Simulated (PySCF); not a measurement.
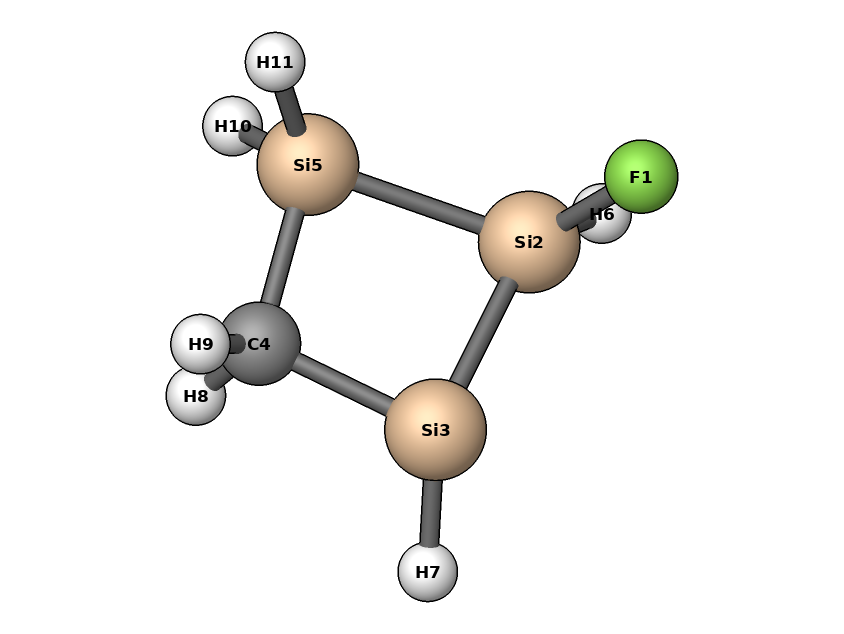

The questions are on Mulliken spin populations. Charge 0, doublet. Computed geometry: GFN2-xTB optimisation. No frequency run is at hand to confirm it as a minimum. Method: UKS B3LYP, pcH-1 on C F H Si, non-relativistic (PySCF 2.14.0).

Which atom carries the largest spin population?

Si3 (0.90 e).

Which atom has the lowest spin population?

C4 (−0.01 e).

Give the Mulliken spin populations atom by atom.

```json
{"atom": "F1", "value (e)": "0.00"}
{"atom": "Si2", "value (e)": "0.06"}
{"atom": "Si3", "value (e)": "0.90"}
{"atom": "C4", "value (e)": "−0.01"}
{"atom": "Si5", "value (e)": "0.01"}
{"atom": "H6", "value (e)": "0.01"}
{"atom": "H7", "value (e)": "0.00"}
{"atom": "H8", "value (e)": "0.01"}
{"atom": "H9", "value (e)": "0.01"}
{"atom": "H10", "value (e)": "0.00"}
{"atom": "H11", "value (e)": "0.01"}
```

Mulliken values depend strongly on the basis set. The geometry is semi-empirical. Around Si such bond lengths and angles can be off by a tenth of an ångström or more and by several degrees, and values that hang on the shape move with them.
